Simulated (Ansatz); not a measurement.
## Converging the plane-wave cutoff: Pd (P-3m1, 2 atoms in the cell)

```
Pd
1.0
    2.77532     0.00000     0.00000
   -1.38766     2.40350     0.00000
    0.00000     0.00000     4.61500
Pd
2
Direct
  0.66667   0.33333   0.76083
  0.33333   0.66667   0.25000
```
Moments meant for the start (each program seeds them in its own way; μB, in the order of the atoms Pd Pd): 1.0 1.0.

Computed with LDA (PW92), default PAW files made with PBE (plane waves; Ansatz, a quantum-chemistry and plane-wave program).

Base settings: basis.ecutwfc = 420 eV; kpoints.mp_grid.grid = 12 12 6; hamiltonian.xc = lda; hamiltonian.pseudopotentials = {kind: paw} (the program's default PAW files); magnetization.spin_polarized = true; scf.occupations.method = fermi_dirac; scf.occupations.width = 0.1 eV.

The second cell is the first with its lattice scaled by 0.98.

The mesh stays at the base's, so the ladder's end is converged at best in this setting alone.

The first pressure column holds Ansatz's estimate of the finite-basis (Pulay) stress, which hides part of the cutoff error; the other is without it.

Only quantities that move along the ladder and can be compared are tabulated.

The count of work is k-points × plane waves × bands × iterations; it is no time. 

The starting cell comes from a database of computed structures (which also holds hypothetical and non-ambient phases and stackings), without a prior relaxation at this level. Its lattice was rescaled by up to half a per cent. One atom was moved a little off its site on purpose. The starting moments vanished: the run ended non-magnetic. The program warned that a starting moment was not kept. In the base run, with a pressure of about -14 GPa the cell is away from its equilibrium volume at this level.

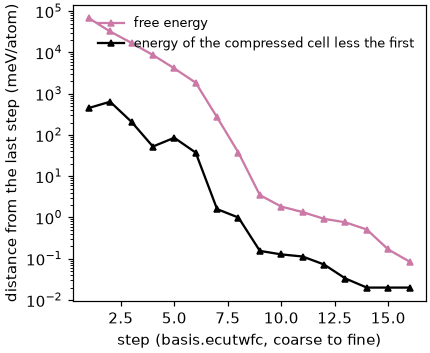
Figure. Distance from the last step along the ladder; very small values are drawn at a floor.

```csv
basis.ecutwfc,free energy less the last step's (meV/atom),energy of the compressed cell less the first (meV/atom),pressure (GPa),pressure without the Pulay estimate (GPa),largest difference of a force vector from the last step's (eV/Å),count of work / last
145 eV,68341.75,-501.13,-151.52,-2208.16,0.358,0.056
170 eV,32283.83,-691.69,-103.13,-1249.99,1.162,0.051
190 eV,17108.30,-259.12,-33.24,-766.32,0.971,0.083
210 eV,8697.96,1.71,-3.13,-451.36,0.340,0.086
230 eV,4126.59,34.81,4.86,-254.15,0.028,0.10
250 eV,1854.98,-13.38,-10.81,-140.28,0.182,0.13
295 eV,268.31,-52.42,-14.77,-39.86,0.018,0.14
335 eV,37.18,-51.82,-14.05,-18.66,0.006,0.17
380 eV,3.49,-50.67,-13.83,-14.19,0.000,0.23
420 eV,1.84,-50.69,-13.83,-13.86,0.000,0.24
460 eV,1.35,-50.71,-13.84,-13.88,0.000,0.29
505 eV,0.93,-50.75,-13.84,-13.86,0.000,0.32
565 eV,0.76,-50.79,-13.85,-13.86,0.000,0.43
630 eV,0.51,-50.83,-13.85,-13.87,0.000,0.49
735 eV,0.17,-50.82,-13.85,-13.86,0.000,0.62
840 eV,0.08,-50.83,-13.85,-13.85,0.000,0.77
1010 eV,0.00,-50.82,-13.85,-13.85,0.000,1.0
```

Coarsest basis.ecutwfc that holds the free energy within 5 meV/atom of the last step, with all finer ones: 380 eV, at 0.23 of the last step's count of work; the step before is off by 37 meV/atom.

Coarsest basis.ecutwfc that holds the pressure within 0.5 GPa of the last step, with all finer ones: 335 eV, at 0.17 of the last step's count of work; the step before is off by 0.92 GPa.

Coarsest basis.ecutwfc that holds the pressure without the Pulay estimate within 0.1 GPa of the last step, with all finer ones: 420 eV, at 0.24 of the last step's count of work; the step before is off by 0.34 GPa.

The energy difference between the two cells stays within 1 meV/atom of the last step's from 335 eV on, the total only from 505 eV on: much of the error is common to both cells and cancels.

At the lowest cutoff the pressure without the Pulay estimate lies 2190 GPa under the last step's, the usual sign of Pulay stress in an incomplete plane-wave basis.

Keys are those of Ansatz 0.2.
